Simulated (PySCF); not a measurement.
## Electronic structure of GeF (charge +1) in real space

| atom | x (Å) | y (Å) | z (Å) |
| --- | --- | --- | --- |
| Ge | 0.0000 | 0.0000 | -0.3431 |
| F | 0.0000 | 0.0000 | 1.3349 |

Method: PBE0/cc-pVTZ(-PP), non-relativistic Hamiltonian with scalar-relativistic core potentials where named, at a bond length of 1.678 Å in PySCF 2.14.0.

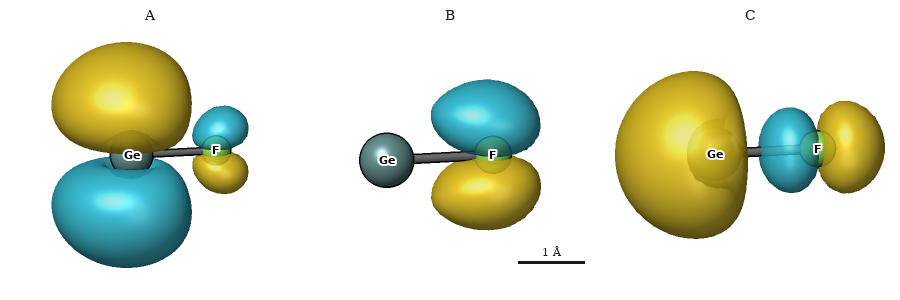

Figure 1. Three frontier orbitals, each drawn at the value that holds 80 % of its norm (yellow and cyan are the two phases), in no order; of a degenerate pair one member is drawn.

### Name the orbitals and rank them from lowest to highest energy.

Orbital B: π, occupied, −19.27 eV; mainly on F (85 %).
Orbital C: σ, occupied, −17.89 eV; shared between the atoms (Ge 65 %, F 35 %).
Orbital A: π, empty, −9.82 eV; mainly on Ge (90 %).

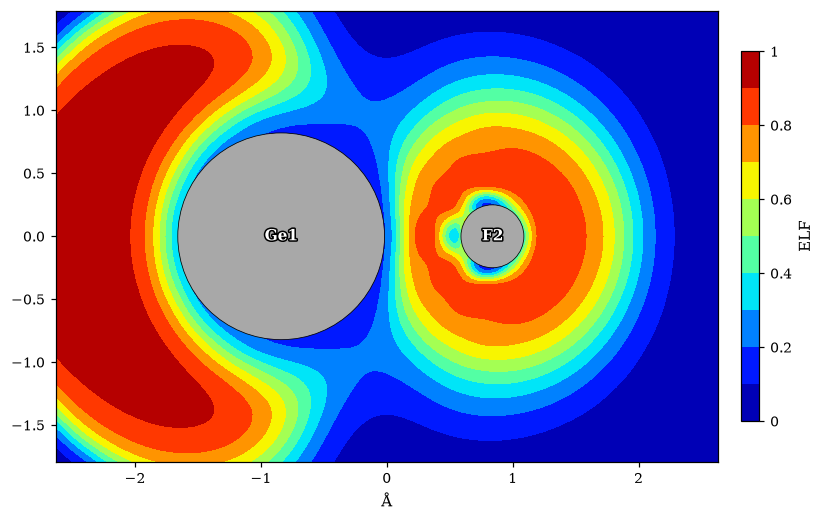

Figure 2. ELF on a plane that holds the molecular axis. Grey discs cover the atomic cores.

### Interpret the plot.

- The plane passes through Ge and F nuclei.
- Ge–F (1.68 Å): the ELF peaks at about 0.85 in the valence shell of F, 0.6 Å from its nucleus, and is about 0.20 at the midpoint.
- The ELF also peaks beside F2, away from the bonds: lone-pair regions.

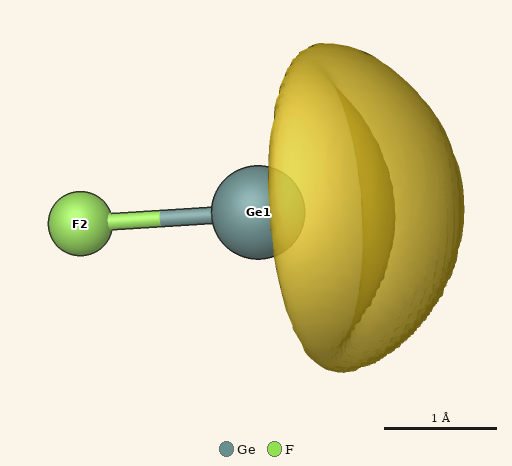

Figure 3. Isosurface of the electron localisation function at 0.9 (yellow), seen from one side. Core shells and regions of very low density are left out.

### Where are the electrons localised?

At this value the surface marks out one lobe on Ge, pointing away from the bonds (lone pairs).
